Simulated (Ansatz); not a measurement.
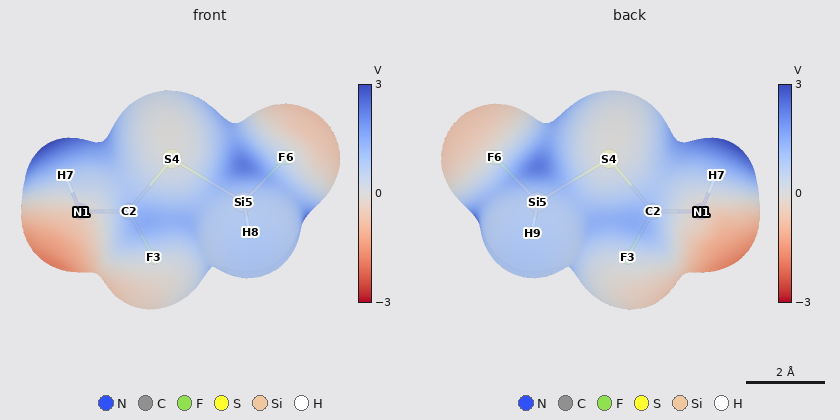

Figure 1: CH$_{3}$F$_{2}$NSSi (SMILES N=C(F)S[SiH2]F). The molecular electrostatic potential painted on the density surface at 0.004 e/bohr³, seen from the front and from behind; red is negative and blue positive.

Geometry: PBE0-D4/def2-TZVP.

Method: Ansatz, RKS PBE0-D4/def2-TZVPP.

```xyz
9

N    -0.3914   -2.3174   -1.1192
C    -0.2169   -1.1776   -0.6600
F    -0.3984   -0.1248   -1.4772
S     0.2520   -0.6760    0.9610
Si    0.2467    1.4574    0.6472
F     0.6616    2.0251    2.0786
H    -0.2321   -3.0448   -0.4308
H     1.2712    1.8612   -0.3347
H    -1.1043    1.9507    0.3180
```

### Where is the surface potential most negative and most positive?

The most negative region (about −1.7 V) lies over N1, the most positive (about +2.9 V) over Si5 and H7. N1 is the likeliest acceptor of a hydrogen bond.
